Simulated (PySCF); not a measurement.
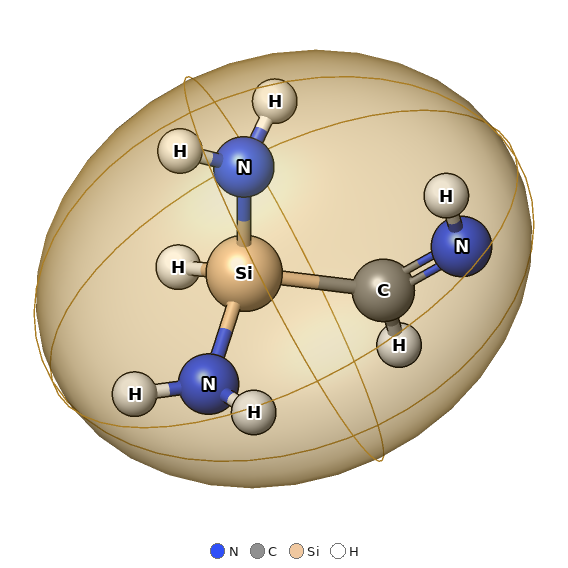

The ellipsoid shows the static dipole polarisability: its half-axes are proportional to the principal values. The computed structure is the end point of a GFN2-xTB optimisation. No frequency run is at hand to confirm it as a minimum. Level of theory: PBE0/def2-SVPD (PySCF 2.14.0).

Question: How large and how anisotropic is the polarisability?

Answer: Principal values 53.0, 61.8, 70.9 bohr³; mean 61.9 bohr³ (9.17 Å³); anisotropy 15.5 bohr³, so the longest axis is 1.34 times the shortest.

The geometry is semi-empirical. Around Si such bond lengths and angles can be off by a tenth of an ångström or more and by several degrees, and values that hang on the shape move with them.
